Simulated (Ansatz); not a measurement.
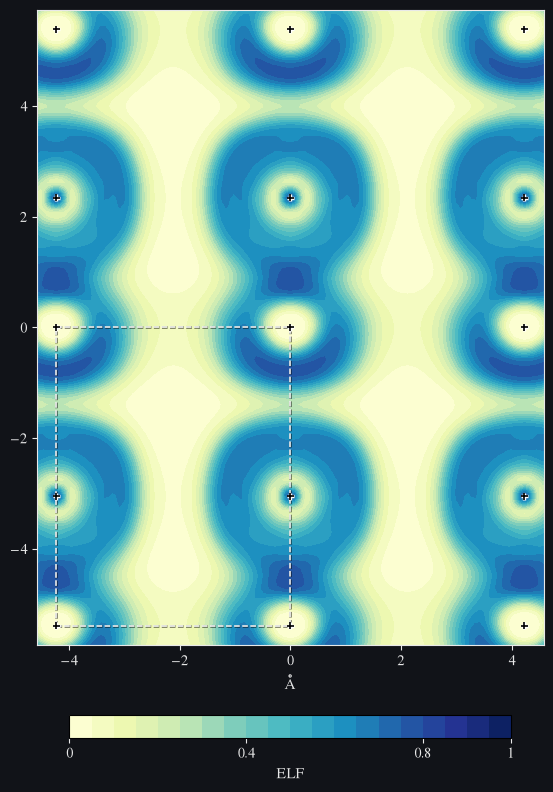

The electron localisation function on a plane through atoms (crosses mark nuclei in the plane).

Computed with Ansatz, DFT PBE, scalar-relativistic, plane waves, PAW.

Candidates:
A. Zn2Cd4Hg, a = 5.89 Å, b = 5.89 Å, c = 5.61 Å, α = 90.00°, β = 90.00°, γ = 120.00°. Space group P6/mmm; a structure generated by program, which may or may not match a known phase.
B. B3I2, a = 4.23 Å, b = 4.23 Å, c = 5.39 Å, α = 90.00°, β = 90.00°, γ = 90.00°. Space group P4mm; a structure generated by program, which may or may not match a known phase; computed without spin polarisation.
C. ZrTi3Ge8, a = 5.13 Å, b = 8.77 Å, c = 8.94 Å, α = 90.00°, β = 90.00°, γ = 90.00°. Space group C222; a structure generated by program, which may or may not match a known phase; computed without spin polarisation.

Question: Which candidate gave the map?

Answer: Candidate B: B3I2 on the (100) plane of the conventional cell, which holds B and I. B–I (2.34 Å): the ELF peaks at about 0.80 between the atoms.
